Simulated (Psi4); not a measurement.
**[BF4]− (tetrafluoroborate): levels of theory compared**

Wanted: a comparison of 3 runs (BLYP/aug-cc-pVDZ, PBE/aug-cc-pVDZ, TPSS/aug-cc-pVDZ) of [BF4]− (tetrafluoroborate). 

The calculation is run with Psi4 1.11.

5 further runs of the same task are left out: 4 that didn't finish, 1 set aside as unsound or not needed. Runs told in other sessions of the task aren't counted.

## 1. The structure to begin with

[BF4]− has 5 atoms, charge -1, and is taken as a singlet. SMILES: `F[B-](F)(F)F`. The F1–B2 distance was set to 2.108 Å, away from the relaxed value. At this shape a bond of the SMILES string is far longer than usual.

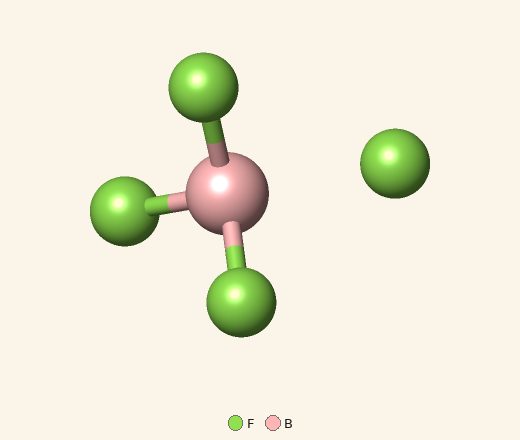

Viewed from a chosen angle; fluorine green, boron pink.

## 2. The energy at BLYP/aug-cc-pVDZ (run 1)

Contents of calc.dat:

```
memory 2200 mb

molecule system {
  -1 1
  F
  B 1 2.1085
  F 2 1.405808 1 109.47353
  F 2 1.405852 3 109.46633 1 -120.00462
  F 2 1.405856 3 109.46793 4 -119.98932
  units angstrom
  symmetry c1
  no_reorient
  no_com
}

set globals {
  basis                aug-cc-pVDZ
  puream               true
  e_convergence        1e-09
  d_convergence        1e-08
  scf_type             pk
  dft_radial_points    99
  dft_spherical_points 590
}

e_tot = energy('blyp')
print_variables()
```

Run with:

```console
$ psi4 -n 1 calc.dat calc.out
```

calc.out:

```text
[...]
  Running in c1 symmetry.
[...]
  Nuclear repulsion =  162.495175359598591
[...]
  Multiplicity = 1
[...]
  Nalpha       = 21
  Nbeta        = 21
[...]
    Number of basis functions: 115
[...]
   @RKS iter   1:  -424.22202553536363   -6.84582e-01   7.55197e-03 ADIIS/DIIS
[...]
   @RKS iter  12:  -424.48349912216321   -1.16529e-11   4.06178e-09 DIIS
[...]
  @RKS Final Energy:  -424.48349912216321
   => Energetics <=
    Nuclear Repulsion Energy =            162.4951753595985906
    One-Electron Energy =                -923.9034596206249716
    Two-Electron Energy =                 382.9634593817272048
    DFT Exchange-Correlation Energy =     -46.0386742428639550
    Empirical Dispersion Energy =           0.0000000000000000
    VV10 Nonlocal Energy =                  0.0000000000000000
    Total Energy =                       -424.4834991221632094
[...]
 Multipole Moments:
 ------------------------------------------------------------------------------------
     Multipole            Electronic (a.u.)      Nuclear  (a.u.)        Total (a.u.)
 ------------------------------------------------------------------------------------
 L = 1.  Multiply by 2.5417464519 to convert [e a0] to [Debye]
 Dipole X            :         -0.0000120            0.0000022           -0.0000098
 Dipole Y            :         -0.0000561            0.0000004           -0.0000557
 Dipole Z            :          1.3617217           -0.0624216            1.2993000
 Magnitude           :                                                    1.2993000
[...]
```

Wall time 29 s (1 thread of Intel Xeon Platinum 8259CL at 2.50GHz (Skylake/Cascade Lake), shared host); peak memory 0.77 GiB.

## 3. Energy and gradient at PBE/aug-cc-pVDZ (run 2)

Contents of run_ase.py:

```python
import numpy as np
from ase.calculators.psi4 import Psi4
from ase import Atoms

atoms = Atoms(['F', 'B', 'F', 'F', 'F'], positions=[
    [-0.085652, -0.060301, 2.105996],
    [0.000000, 0.000000, 0.000100],
    [0.948900, -0.931000, -0.457200],
    [-1.262500, -0.319100, -0.529700],
    [0.370700, 1.290300, -0.417200],
])
calc = Psi4(atoms=atoms, method='pbe', basis='aug-cc-pVDZ', memory='2200MB', num_threads=1, charge=-1, multiplicity=1, label='calc')
calc.psi4.set_options({'puream': True, 'e_convergence': 1e-09, 'd_convergence': 1e-08, 'scf_type': 'pk', 'dft_radial_points': 99, 'dft_spherical_points': 590})
atoms.calc = calc

forces = atoms.get_forces()
print(f'energy: {atoms.get_potential_energy():.6f} eV')
print('forces / eV A^-1')
print(np.round(forces, 5))
```

Run with:

```console
$ python run_ase.py
```

calc.dat:

```text
[...]
  Running in c1 symmetry.
[...]
  Nuclear repulsion =  162.495189860720927
[...]
  Multiplicity = 1
[...]
  Nalpha       = 21
  Nbeta        = 21
[...]
    Number of basis functions: 115
[...]
   @RKS iter   1:  -423.87009071252737   -7.16001e-01   7.11058e-03 ADIIS/DIIS
[...]
   @RKS iter  12:  -424.10507588216211   -8.92442e-12   3.03082e-09 DIIS
[...]
  @RKS Final Energy:  -424.10507588216211
   => Energetics <=
    Nuclear Repulsion Energy =            162.4951898607209273
    One-Electron Energy =                -923.8860097917360008
    Two-Electron Energy =                 382.9280022780343415
    DFT Exchange-Correlation Energy =     -45.6422582291813157
    Empirical Dispersion Energy =           0.0000000000000000
    VV10 Nonlocal Energy =                  0.0000000000000000
    Total Energy =                       -424.1050758821621116
[...]
  -Total Gradient:
     Atom            X                  Y                   Z
    ------   -----------------  -----------------  -----------------
       1       -0.002239879219    -0.001578507907     0.055093926836
       2       -0.000122247523    -0.000102194981     0.003263574020
       3        0.002088707653    -0.000729903725    -0.019446606402
       4       -0.000954436865     0.000091129107    -0.019536644071
       5        0.001270189602     0.002329773326    -0.019367598959
[...]
```

The script printed:

```text
energy: -11540.486935 eV
forces / eV A^-1
[[ 0.11518  0.08117 -2.83304]
 [ 0.00629  0.00526 -0.16782]
 [-0.10741  0.03753  0.99998]
 [ 0.04908 -0.00469  1.00461]
 [-0.06532 -0.1198   0.99592]]
```

Run time: 46 s. Hardware: 1 thread of Intel Xeon Platinum 8259CL at 2.50GHz (Skylake/Cascade Lake), shared host; peak memory 0.79 GiB.

## 4. Energy and forces at TPSS/aug-cc-pVDZ (run 3)

Contents of input.dat:

```
memory 2.2 GB

molecule mol {
  -1 1
  F
  B 1 2.1085
  F 2 1.405808 1 109.47353
  F 2 1.405852 3 109.46633 1 -120.00462
  F 2 1.405856 3 109.46793 4 -119.98932
  symmetry c1
  no_reorient
  no_com
}

set basis aug-cc-pVDZ
set puream true
set e_convergence 1e-09
set d_convergence 1e-08
set scf_type pk
set dft_radial_points 99
set dft_spherical_points 590

energy_value, wavefunction = gradient("tpss", return_wfn=True)
```

Run with:

```console
$ psi4 input.dat output.dat -n 1
```

output.dat:

```text
[...]
  Running in c1 symmetry.
[...]
  Nuclear repulsion =  162.495175359598591
[...]
  Multiplicity = 1
[...]
  Nalpha       = 21
  Nbeta        = 21
[...]
    Number of basis functions: 115
[...]
   @RKS iter   1:  -424.30576778138777   -7.44753e-01   7.21214e-03 DIIS/ADIIS
[...]
   @RKS iter  12:  -424.54571045056048   -4.94538e-12   2.09329e-09 DIIS
[...]
  @RKS Final Energy:  -424.54571045056048
   => Energetics <=
    Nuclear Repulsion Energy =            162.4951753595985906
    One-Electron Energy =                -924.1271334633275956
    Two-Electron Energy =                 383.2136266007207155
    DFT Exchange-Correlation Energy =     -46.1273789475522662
    Empirical Dispersion Energy =           0.0000000000000000
    VV10 Nonlocal Energy =                  0.0000000000000000
    Total Energy =                       -424.5457104505604775
[...]
  -Total Gradient:
     Atom            X                  Y                   Z
    ------   -----------------  -----------------  -----------------
       1       -0.000000418288    -0.000001413392    -0.057196223480
       2       -0.000001407351    -0.000013239476    -0.002980469832
       3       -0.000029640030    -0.003331516929     0.020066800447
       4        0.002863050107     0.001638362145     0.020058789063
       5       -0.002885338081     0.001675033110     0.020036382339
[...]
```

Run time: 95 s. Hardware: 1 thread of Intel Xeon Platinum 8259CL at 2.50GHz (Skylake/Cascade Lake), shared host; peak memory 0.79 GiB.

## 5. Overview of the runs

```
run             level      task  energy (Eh)  HOMO energy (eV)  LUMO energy (eV)  HOMO–LUMO gap (eV)  wall time
  1  BLYP/aug-cc-pVDZ    energy  -424.483499             -1.50              3.41                4.91       29 s
  2   PBE/aug-cc-pVDZ  gradient  -424.105076             -1.53              3.43                4.96       46 s
  3  TPSS/aug-cc-pVDZ  gradient  -424.545710             -1.60              3.56                5.16       95 s
```

## 6. Outcome

```
                                                    quantity          value
                                         run 3: total energy  -424.54571 Eh
                                          run 3: HOMO energy       -1.60 eV
                                          run 3: LUMO energy        3.56 eV
run 3: HOMO–LUMO gap (to an unbound level, set by the basis)        5.16 eV
                             run 3: largest force on an atom     2.941 eV/Å
```

**Reading.** The HOMO–LUMO gap runs from 4.91 eV (BLYP/aug-cc-pVDZ) to 5.16 eV (TPSS/aug-cc-pVDZ). The empty levels of an anion lie above zero and hang on the basis. Totals of different functionals can't be ranked against each other. All runs together took 2.8 min, the longest 95 s.
